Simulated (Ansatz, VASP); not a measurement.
# LiCl in two plane-wave programs

One calculation is typed for both programs; each brings its own data sets and cutoff. How far apart do they land?

Method: plane waves, with VASP 6.6.1 beside it; relaxation of cell and atoms at PBE, in Ansatz 0.2.0.

The database entry behind the starting cell differs from later determinations by our own check (0.1 to 0.3 % short, probably kX units), so it need not match the best structure at ambient conditions.

## (1) Set-up

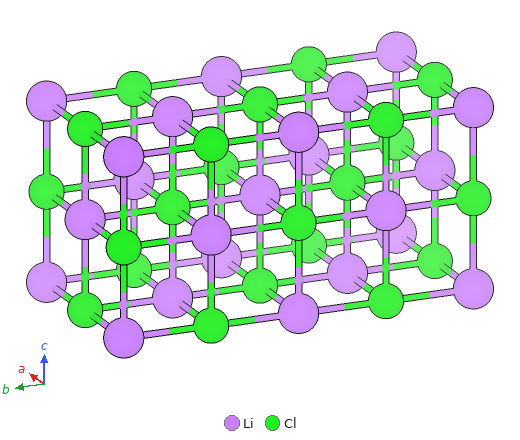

Start, viewed from a free direction; lithium purple, chlorine green. 1×2×1 cells are drawn. This picture shows the conventional cell, with its axes. Some periodic images of atoms are drawn too.

Coordinates:

```cif
data_structure
_symmetry_space_group_name_H-M 'P 1'
_symmetry_Int_Tables_number 1
_cell_length_a 3.6271
_cell_length_b 3.6271
_cell_length_c 3.6271
_cell_angle_alpha 60.000
_cell_angle_beta 60.000
_cell_angle_gamma 60.000
_cell_volume 33.74
loop_
_atom_site_label
_atom_site_type_symbol
_atom_site_fract_x
_atom_site_fract_y
_atom_site_fract_z
_atom_site_occupancy
Li1 Li 0.00000 0.00000 0.00000 1
Cl2 Cl 0.50000 0.50000 0.50000 1
```

## (2) VASP: relaxation of cell and atoms, PBE

The relaxed volume is the usual yardstick between codes: its relative difference is about their pressure difference at one cell divided by the bulk modulus.

Lines of VASP's logs that name or quote its potential files are left out, and so is its time.

INCAR

```
SYSTEM = LiCl
PREC = Accurate
ENCUT = 700
EDIFF = 1E-06
NELM = 100
ISMEAR = -1
SIGMA = 0.05
LREAL = .FALSE.
ALGO = Normal
GGA = PE
NBANDS = 11
LORBIT = 11
LWAVE = .FALSE.
LCHARG = .FALSE.
KPAR = 2
IBRION = 2
NSW = 60
ISIF = 3
EDIFFG = -0.01
```

POSCAR

```
LiCl
1.0
    0.0000000000      2.5647700000      2.5647700000
    2.5647700000      0.0000000000      2.5647700000
    2.5647700000      2.5647700000      0.0000000000
Li Cl
1 1
Direct
    0.0000000000      0.0000000000      0.0000000000
    0.5000000000      0.5000000000      0.5000000000
```

KPOINTS

```
Automatic mesh
0
Gamma
7 7 7
0 0 0
```

The projector-augmented-wave data sets are Li_sv and Cl (PBE family, release 64).

Run with:

```bash
$ mpirun -np 2 vasp_std
```

Numbers of over 12 decimals in the logs are rounded to 6 here.

The log of the run:

```text
[banner, memory and clock lines left out]
running    2 mpi-ranks, on    1 nodes
 distrk:  each k-point on    1 cores,    2 groups
 distr:  one band on    1 cores,    1 groups

 POSCAR found type information on POSCAR LiCl
 POSCAR found :  2 types and       2 ions
 LDA part: xc-table for (Slater+PW92), standard interpolation
 POSCAR, INCAR and KPOINTS ok, starting setup
 FFT: planning ... GRIDC
 FFT: planning ... GRID_SOFT
 FFT: planning ... GRID
 WAVECAR not read
 entering main loop
       N       E                     dE             d eps       ncg     rms          rms(c)
DAV:   1     0.475620079675E+02    0.47562E+02   -0.50099E+03   440   0.104E+03
DAV:   2    -0.468640601637E+01   -0.52248E+02   -0.48076E+02   585   0.162E+02
DAV:   3    -0.739736903978E+01   -0.27110E+01   -0.27053E+01   563   0.403E+01
DAV:   4    -0.744791042959E+01   -0.50541E-01   -0.50493E-01   643   0.570E+00
DAV:   5    -0.744859550708E+01   -0.68508E-03   -0.68506E-03   552   0.602E-01    0.239E+00
DAV:   6    -0.737871441202E+01    0.69881E-01   -0.15762E-01   548   0.198E+00    0.170E+00
DAV:   7    -0.737992468868E+01   -0.12103E-02   -0.50395E-02   647   0.129E+00    0.919E-01
DAV:   8    -0.738400641181E+01   -0.40817E-02   -0.66409E-03   515   0.632E-01    0.143E-01
DAV:   9    -0.738397895152E+01    0.27460E-04   -0.18514E-04   574   0.105E-01    0.488E-02
DAV:  10    -0.738404141052E+01   -0.62459E-04   -0.10773E-04   502   0.768E-02    0.384E-02
DAV:  11    -0.738404209573E+01   -0.68521E-06   -0.87470E-06   617   0.204E-02
   1 F= -.73840421E+01 E0= -.73840421E+01  d E =-.738404E+01
 curvature:   0.00 expect dE= 0.000E+00 dE for cont linesearch  0.000E+00
 trial: gam= 0.00000 g(F)=  0.375E-60 g(S)=  0.260E-03 ort = 0.000E+00 (trialstep = 0.100E+01)
 search vector abs. value=  0.260E-03
 bond charge predicted
       N       E                     dE             d eps       ncg     rms          rms(c)
DAV:   1    -0.738517786156E+01   -0.11365E-02   -0.17556E-02   452   0.840E-01    0.204E-01
DAV:   2    -0.738435446837E+01    0.82339E-03   -0.19536E-03   534   0.267E-01    0.706E-02
DAV:   3    -0.738424881408E+01    0.10565E-03   -0.40837E-04   494   0.112E-01    0.435E-02
DAV:   4    -0.738423747452E+01    0.11340E-04   -0.10737E-05   774   0.246E-02    0.713E-03
DAV:   5    -0.738423595407E+01    0.15204E-05   -0.17870E-06   368   0.867E-03    0.243E-03
DAV:   6    -0.738423607034E+01   -0.11627E-06   -0.10865E-07   247   0.313E-03
   2 F= -.73842361E+01 E0= -.73842361E+01  d E =-.193975E-03
 trial-energy change:   -0.000194  1 .order   -0.000193   -0.000260   -0.000126
 step:   1.9446(harm=  1.9446)  dis= 0.00000  next Energy=    -7.384295 (dE=-0.253E-03)
 bond charge predicted
       N       E                     dE             d eps       ncg     rms          rms(c)
DAV:   1    -0.738512792386E+01   -0.89197E-03   -0.15552E-02   452   0.790E-01    0.189E-01
DAV:   2    -0.738440420500E+01    0.72372E-03   -0.17229E-03   537   0.250E-01    0.658E-02
DAV:   3    -0.738431169557E+01    0.92509E-04   -0.35867E-04   494   0.105E-01    0.415E-02
DAV:   4    -0.738430133904E+01    0.10357E-04   -0.94726E-06   774   0.230E-02    0.669E-03
DAV:   5    -0.738429994953E+01    0.13895E-05   -0.15836E-06   335   0.815E-03    0.222E-03
DAV:   6    -0.738430006273E+01   -0.11320E-06   -0.10645E-07   241   0.312E-03
   3 F= -.73843001E+01 E0= -.73843001E+01  d E =-.257967E-03
 curvature:  -0.97 expect dE=-0.934E-07 dE for cont linesearch -0.934E-07
 trial: gam=-0.01885 g(F)=  0.606E-60 g(S)=  0.961E-07 ort = 0.500E-05 (trialstep = 0.119E+01)
 search vector abs. value=  0.135E-09
 reached required accuracy - stopping structural energy minimisation
```

From OUTCAR (step 2):

```text
ion  position               nearest neighbor table
   1  0.000  0.000  0.000-   2 2.56   2 2.56   2 2.56   2 2.56   2 2.56   2 2.56
   2  0.500  0.500  0.500-   1 2.56   1 2.56   1 2.56   1 2.56   1 2.56   1 2.56

  LATTYP: Found a face centered cubic cell.
 ALAT       =     5.1295400000

 Subroutine GETGRP returns: Found 48 space group operations
 (whereof 48 operations were pure point group operations)

The static configuration has the point symmetry O_h .

 Found     20 irreducible k-points:

   k-points           NKPTS =     20   k-points in BZ     NKDIM =     20   number of bands    NBANDS=     11

   dimension x,y,z NGX =    32 NGY =   32 NGZ =   32
   dimension x,y,z NGXF=    64 NGYF=   64 NGZF=   64

   ENCUT  =  700.0 eV  51.45 Ry    7.17 a.u.   7.82  7.82  7.82*2*pi/ulx,y,z

   NELECT =      10.0000    total number of electrons

 k-points in reciprocal lattice and weights: Automatic mesh
   0.00000000  0.00000000  0.00000000       0.003
   0.14285714  0.00000000  0.00000000       0.023
   0.28571429  0.00000000  0.00000000       0.023
   0.42857143  0.00000000  0.00000000       0.023
   0.14285714  0.14285714  0.00000000       0.017
   0.28571429  0.14285714  0.00000000       0.070
   0.42857143  0.14285714  0.00000000       0.070
  -0.42857143  0.14285714  0.00000000       0.070
  -0.28571429  0.14285714  0.00000000       0.070
[...]
-0.42857143  0.42857143  0.14285714       0.070
  -0.28571429  0.42857143  0.14285714       0.070

 average (electrostatic) potential at core
       1 -62.0954       2 -92.6598

 E-fermi :   1.7107

 k-point     1 :       0.0000    0.0000    0.0000
  band No.  band energies     occupation
      1     -43.0147      2.00000
      2     -12.8514      2.00000
      3       0.5160      2.00000
      4       0.5160      2.00000
      5       0.5160      2.00000
      6       6.8041      0.00000
      7      12.4474      0.00000
      8      12.4474      0.00000
      9      12.4474      0.00000
     10      14.9966      0.00000
    ...

 k-point     2 :       0.1429    0.0000    0.0000
  band No.  band energies     occupation
      1     -43.0143      2.00000
      2     -12.7556      2.00000
      3      -0.1400      2.00000
      4       0.4643      2.00000
      5       0.4643      2.00000
      6       7.3671      0.00000
      7      11.5376      0.00000
      8      12.2163      0.00000
      9      12.2163      0.00000
     10      13.6003      0.00000
    ...

 k-point     3 :       0.2857    0.0000    0.0000
  band No.  band energies     occupation
      1     -43.0131      2.00000
      2     -12.5256      2.00000
      3      -1.3343      2.00000
      4       0.3556      2.00000
      5       0.3556      2.00000
      6       7.6738      0.00000
      7      10.8935      0.00000
      8      10.8935      0.00000
      9      11.7111      0.00000
     10      14.8963      0.00000
    ...

  Total        0.0011521      0.0011521      0.0011521      0.0000000      0.0000000      0.0000000
  in kB        0.0542462      0.0542462      0.0542462      0.0000000      0.0000000      0.0000000
  external PRESSURE =       0.0542462 kB  Pullay stress =       0.0000000 kB

  energy-cutoff  :      700.00
  volume of cell :       34.03
      direct lattice vectors                 reciprocal lattice vectors
    -0.000000000  2.571979878  2.571979878    -0.194402765  0.194402765  0.194402765
     2.571979878 -0.000000000  2.571979878     0.194402765 -0.194402765  0.194402765
     2.571979878  2.571979878 -0.000000000     0.194402765  0.194402765 -0.194402765

 POSITION                                       TOTAL-FORCE (eV/Angst)
 -----------------------------------------------------------------------------------
      0.00000      0.00000     -0.00000        -0.000000     -0.000000     -0.000000
      2.57198      2.57198      2.57198         0.000000      0.000000      0.000000
 -----------------------------------------------------------------------------------
    total drift:                               -0.000000     -0.000000      0.000000

  FREE ENERGIE OF THE ION-ELECTRON SYSTEM (eV)
  ---------------------------------------------------
  free  energy   TOTEN  =        -7.3843000627 eV

  energy  without entropy=       -7.3843000627  energy(sigma->0) =       -7.38430006

 reached required accuracy - stopping structural energy minimisation

 total charge
# of ion       s       p       d       tot
------------------------------------------
    1        2.006   0.033   0.000   2.039
    2        1.589   3.590   0.000   5.179
--------------------------------------------------
tot          3.595   3.623   0.000   7.219

[... 3 further parts left out ...]
```

## (3) Ansatz: relaxation of cell and atoms, PBE

Ansatz runs on its default PAW (the set named soft_2) files.

The same cell, functional, mesh and smearing now go to Ansatz, which takes its cutoff from its data sets.

input.yaml

```yaml
crystal:
  lattice:
    - [0.0, 2.56477, 2.56477]
    - [2.56477, 0.0, 2.56477]
    - [2.56477, 2.56477, 0.0]
  atoms:
    - { symbol: Li, position: [0.0, 0.0, 0.0] }
    - { symbol: Cl, position: [0.5, 0.5, 0.5] }
hamiltonian:
  xc: pbe
  pseudopotentials: { kind: paw }
kpoints:
  mp_grid: { grid: [7, 7, 7] }
scf:
  occupations: { method: fermi_dirac, width: 0.05 }
relax:
  f_tol: 0.01
  max_steps: 60
  cell: { stress_tol: 0.05 }
output:
  forces: true
  stress: true
  write_density: true
  write_potential: true
  elf: true
  volumetric_format: npy
```

Run with:

```bash
$ ansatz run input.yaml --threads 4 --pin off --max-ram 9216MiB --backend cpu --events-out ev --progress --plain --runs-dir out
```

The log of the run:

```text
Engine: ansatz 0.2.0, aarch64-unknown-linux-gnu
Pseudopotentials: kind: paw
Pseudopotential: Li, paw, valence charge 3, recommended cutoff 420 eV (normal), Li.paw.azcp
Pseudopotential: Cl, paw, valence charge 7, recommended cutoff 420 eV (normal), Cl.paw.azcp
Functional definition: PBE
  parameter kappa = 0.804
  parameter beta = 0.066725
  exchange = pbe_x(kappa = kappa, mu = beta*pi^2/3)
  correlation = pbe_c(beta = beta)
Crystal: 2 atoms, lattice volume = 33.742 Å³
Basis set: ecut = 420 eV, 645 PW (Γ), exchange–correlation on 50×50×50 points (8 copies of the dense FFT grid, shifted against one another)
Bands: 9, of which v1, the nominal top of the filled ones, is band 5 counted from 1 (4 counted from 0)
Symmetry: 48 space group operations
Space group: Fm-3m (ITA 225), of the structure as read, at distance tolerance 3.2e-5 Å
k-points: 20 of 343
Non-local potential: Li, projectors of the file, l = 0: 3, l = 1: 2, l = 2: 1
Non-local potential: Cl, projectors of the file, l = 0: 2, l = 1: 2, l = 2: 2
PAW form: soft (Blöchl's): semilocal exchange-correlation on the pseudo side does not see the compensation charge
PAW one-centre angular grid: Li, 110 points (default); XC on 64 Gauss nodes
PAW one-centre angular grid: Cl, 110 points (default); XC on 64 Gauss nodes
Initial density: superposition of atomic densities (neutral atoms: chi_scale 0, normalization atom), corrected by the library's trained network
Initial wavefunctions: pseudopotential atomic-orbital guess
Functional: x = pbe(κ = 0.804, μ = 0.219515), c = pbe(β = 0.066725)
SCF iter   1: F=—  HF=-1287.833451 eV  |F-HF|=—  |Δ(HF+E_count)|=         —  Δρ=2.61e-4  dr2=2.28e-5  ethr=1.77e-3  ⟨swp⟩=6.5  Hψ=1293  notcnv=0
preconditioner: auto → none  [insulator: Δε(μ)=6.333 eV  Ē_g=14.121 eV  σ=0.050 eV  W_gap=1.00  n_scr=8 (ndim 8)  ℏωp=18.1 eV  f_vac=0.000  D(μ)=0.00/eV (n_scr^D=0)  ε∞_Penn≈2.6]
SCF iter   2: F=—  HF=-1287.833392 eV  |F-HF|=—  |Δ(HF+E_count)|=   5.95e-5  Δρ=2.45e-4  dr2=3.07e-5  ethr=2.28e-7  ⟨swp⟩=2.8  Hψ=480  notcnv=0
SCF iter   3: F=—  HF=-1287.833375 eV  |F-HF|=—  |Δ(HF+E_count)|=   1.66e-5  Δρ=1.09e-4  dr2=5.27e-6  ethr=2.28e-7  ⟨swp⟩=2.5  Hψ=254  notcnv=0
SCF iter   4: F=—  HF=-1287.833370 eV  |F-HF|=—  |Δ(HF+E_count)|=   5.08e-6  Δρ=5.05e-5  dr2=1.15e-6  ethr=5.27e-8  ⟨swp⟩=2.0  Hψ=260  notcnv=0
SCF iter   5: F=—  HF=-1287.833370 eV  |F-HF|=—  |Δ(HF+E_count)|=   3.64e-7  Δρ=1.85e-5  dr2=1.64e-7  ethr=1.15e-8  ⟨swp⟩=2.0  Hψ=245  notcnv=0
SCF iter   6: F=-1287.833370 eV  HF=-1287.833370 eV  |F-HF|=8.25e-9  |Δ(HF+E_count)|=   5.59e-8  Δρ=4.73e-6  dr2=1.13e-8  ethr=1.00e-9  ⟨swp⟩=7.3  Hψ=805  notcnv=0
SCF 1 converged in 6 iterations: F = -1287.833370 eV  dr2 = 1.13e-8
  greatest PAW one-centre occupation: 1.000 electrons in one spin orbital (limit 2), on the Li atom at site 0 (counted from 0), in its partial waves of l = 0
relax step   1: F+E_penalty+E_count = -1287.83336975 eV  Δ(F+E_penalty+E_count) = +0.000e0 eV  max|allowed force component| = 1.976e-30 eV/Å  Δτ_max = 0.0000 Å  P = +0.398 GPa  Ω = 33.742 Å³  (6 SCF iters, dr2 threshold 1.00e-7 eV, accepted)
[...]
relax step   2: F+E_penalty+E_count = -1287.83381896 eV  Δ(F+E_penalty+E_count) = -4.492e-4 eV  max|allowed force component| = 1.643e-30 eV/Å  Δτ_max = 0.0000 Å  P = +0.129 GPa  Ω = 34.019 Å³  energy of the carried Pulay correction = -4.599e-6 eV  (3 SCF iters, dr2 threshold 2.00e-7 eV, accepted)
[...]
relax step   3: F+E_penalty+E_count = -1287.83387140 eV  Δ(F+E_penalty+E_count) = -5.244e-5 eV  max|allowed force component| = 1.859e-30 eV/Å  Δτ_max = 0.0000 Å  P = +0.002 GPa  Ω = 34.154 Å³  energy of the carried Pulay correction = -6.811e-6 eV  (4 SCF iters, dr2 threshold 4.14e-8 eV, accepted)
[...]
relax step   4: F+E_penalty+E_count = -1287.83387861 eV  Δ(F+E_penalty+E_count) = -7.219e-6 eV  max|allowed force component| = 2.679e-30 eV/Å  Δτ_max = 0.0000 Å  P = +0.003 GPa  Ω = 34.154 Å³  stress off target by 2.62e-3 GPa  SCF on the basis re-selected at this cell (its energy is not comparable with the rows above)  (7 SCF iters)
basis re-selected at this cell: Δ(F+E_penalty+E_count) = -7.219e-6 eV, ΔP = +0.000 GPa vs the last step (what re-selecting the basis moved, of the pressure what is left beyond the Pulay correction that the steps carried, after the strain that the cell walked since its last selection, with what the two solves' SCF thresholds leave and, on support functions, any second-order correction that the steps lacked; it is no m [...]
SCF converged after 7 iterations
Free energy (F): -1287.833879 eV
Harris-Foulkes:  -1287.833879 eV  (|F-HF|=9.09e-13)
Internal energy: -1287.833879 eV  (E = F + TS)
E sigma→0 (E₀):  -1287.833879 eV
Fermi energy:    4.803136 eV
--- Per-component energies (eV) ---
  E_band       = -104.124864
  E_kinetic    = 183.612841
  E_local      = -327.470474  (includes V_loc(G=0)·N_el)
  E_nonlocal   = -4.753224
  E_hartree    = 95.541500
  E_xc         = -118.617320
  E_vxc        = -136.855481  (∫ρ·V_xc dr)
  E_paw        = -680.420923  (= ΣΔE_a)
  E_vpaw       = -9.741643  (= ΣTr[D̂ρ^β])
  E_aug_tail   = 0.000097  (compensation charges beyond the density's cutoff)
  E_ewald      = -435.726376
  E_smearing   = -0.000000  (= −TS)
  E_closure    = 0.000000  (closes the sum)
  Σ components = -1287.833879   (vs F -1287.833879, Δ=0.00e0)
--- Forces (eV/Å), atoms counted from 1 ---
  atom   1  Li    -0.00000000     0.00000000     0.00000000
  atom   2  Cl     0.00000000    -0.00000000    -0.00000000
  max |Σ_I F_I| component: 5.16e-30 eV/Å
--- Stress (GPa, compression-positive) ---
        0.002616      -0.000000      -0.000000
       -0.000000       0.002616      -0.000000
       -0.000000      -0.000000       0.002616
  P = ⅓ Tr σ = 0.0026 GPa (0.026 kbar)
--- Band table (eV; the first three rows and the last of 20) ---
  k-point 0: bands = ["-41.9252", "-11.7541", "1.6011", "1.6011", "1.6011", "7.8605", "13.3837", "13.3837", "13.3837"]
  k-point 1: bands = ["-41.9247", "-11.6591", "0.9478", "1.5498", "1.5498", "8.4247", "12.5285", "13.1845", "13.1845"]
  k-point 2: bands = ["-41.9236", "-11.4313", "-0.2409", "1.4418", "1.4418", "8.7351", "11.8972", "11.8972", "12.7296"]
  k-point 19: bands = ["-41.9219", "-10.9913", "-0.5960", "-0.3502", "0.6940", "10.3642", "11.6421", "12.3464", "12.3497"]
--- Relaxed structure (3 steps of the walk, 3 accepted, 1 SCFs on fresh bases) ---
  F+E_penalty+E_count = -1287.83387861 eV   max|allowed force component| = 2.679e-30 eV/Å   (the final SCF, on the basis selected at the relaxed cell)
  cell:  # Å, volume = 34.1535 Å³
    - [0, 2.575146, 2.575146]
    - [2.575146, 0, 2.575146]
    - [2.575146, 2.575146, 0]
  atoms:
    - { symbol: Li, position: [0, 0, 0] }
    - { symbol: Cl, position: [0.5, 0.5, 0.5] }
```

It took 1.1 s on 4 threads of Arm Neoverse V2, shared host; peak memory 0.25 GiB.

## (4) Side by side

Known differences besides the PAW data sets themselves: both relaxations stop at a tolerance, which leaves soft axes loose, and VASP keeps its plane-wave basis; the cutoff is 420 eV in Ansatz and 700 eV in VASP; VASP leaves aspherical gradient terms in its spheres out (LASPH is not set), Ansatz keeps them; Ansatz adds a Pulay correction to the stress that steers its cell, VASP none. Total energies have different zeros and are not compared.

Compared:

| quantity | Ansatz | VASP | difference |
| --- | --- | --- | --- |
| volume (Å³) | 34.15 | 34.03 | +0.37 % |
| edge a after relaxation, in the typed setting (Å) | 3.642 | 3.637 | +0.12 % |

The walks stopped with 0.00 GPa left in Ansatz and 0.01 GPa in VASP; each walk ends within a tolerance, so the volume difference is uncertain by about these residues over the bulk modulus, most in soft cells.

## (5) Results

| Property | Result |
| --- | --- |
| difference in volume (relaxation of cell and atoms, PBE) | 0.37 % |

**Reading.** The difference in volume is 0.37 % (relaxation of cell and atoms, PBE), within the 1.2 % picked in this series as the mark of a large difference, as far as the stopping tolerances let one tell. Differences of this kind measure data sets and numerical settings, not the functional's error against experiment.

[Lines on the potential files, build, host, timing and source positions are cut from VASP's logs without a mark.]

[Logs are printed without paths, hosts, clocks, repeated set-up lines and the standing remarks that a program may print on its own settings, such as how far it seeks lower states.]

[Hosts, paths, dates, database ids (printed as entryN), source tags and the programs' standing remarks are cut or masked in the printed files.]
